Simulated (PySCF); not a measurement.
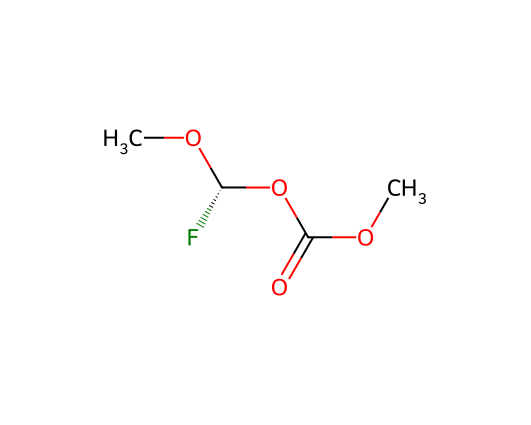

**Transcribe the drawing into SMILES.**

COC(=O)O[C@H](F)OC

**Give the formula, hydrogens included.**

C4H7FO4.

**An optimisation with GFN2-xTB gave a structure of which point group?**

C1.

More results for the same structure follow; atom numbers are the same in all pictures, views and colours differ. The computed structure is the end point of a GFN2-xTB optimisation. No frequency run is at hand to confirm it as a minimum.

**Electronic properties**

No frequency run is at hand to confirm it as a minimum. Level of theory: PBE0/pcSseg-1, gas phase (PySCF 2.14.0).

Predict the main results.

- dipole moment: 1.91 D
- HOMO energy (Kohn–Sham orbital): −8.65 eV
- LUMO energy (Kohn–Sham orbital): 0.89 eV
- HOMO–LUMO gap: 9.53 eV

**Bond orders**

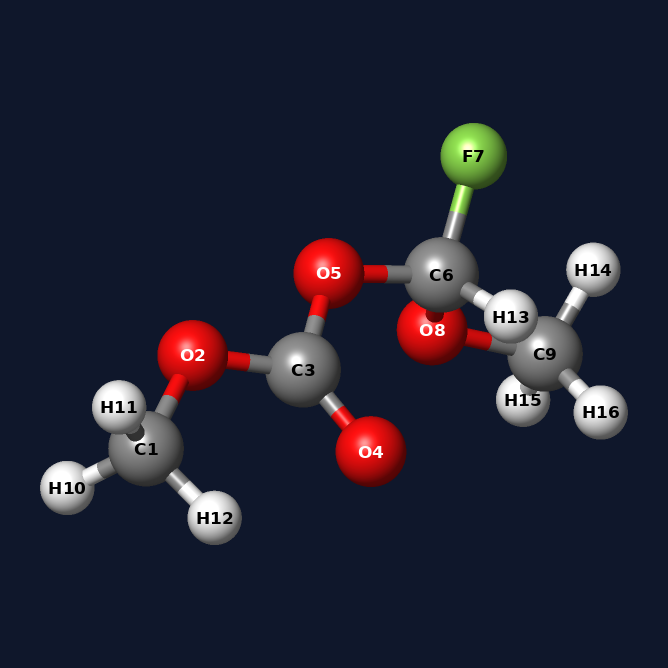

Every bond is drawn as one stick. No frequency run is at hand to confirm it as a minimum. Level of theory: PBE0/pcSseg-1 (PySCF 2.14.0).

**Which bond between heavy atoms has the highest Mayer bond order?**

C3–O4, 1.92, at a length of 1.195 Å.

List the Mayer bond orders of C1–O2, O2–C3, C3–O4, C3–O5, O5–C6, C6–F7, C6–O8, O8–C9 (bonds between heavy atoms, one of each equivalent set).

```tsv
bond	Mayer order	length (Å)
C1–O2	0.86	1.427
O2–C3	1.14	1.317
C3–O4	1.92	1.195
C3–O5	1.04	1.352
O5–C6	0.93	1.386
C6–F7	0.96	1.368
C6–O8	1.05	1.355
O8–C9	0.89	1.421
```

**NMR shielding**

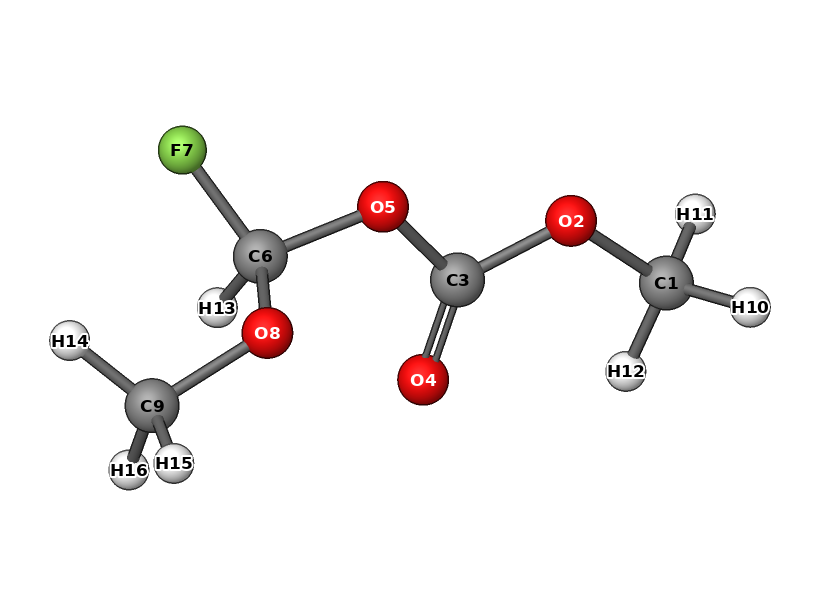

The questions are on isotropic NMR shieldings of the H atoms. No frequency run is at hand to confirm it as a minimum. Method: GIAO PBE0/pcSseg-1 NMR shielding, non-relativistic, gas phase (PySCF 2.14.0).

Give the isotropic NMR shieldings of the H atoms atom by atom.

| atom | σ (ppm) |
| --- | --- |
| H10 | 27.90 |
| H11 | 27.91 |
| H12 | 26.59 |
| H13 | 25.11 |
| H14 | 27.91 |
| H15 | 27.77 |
| H16 | 28.12 |
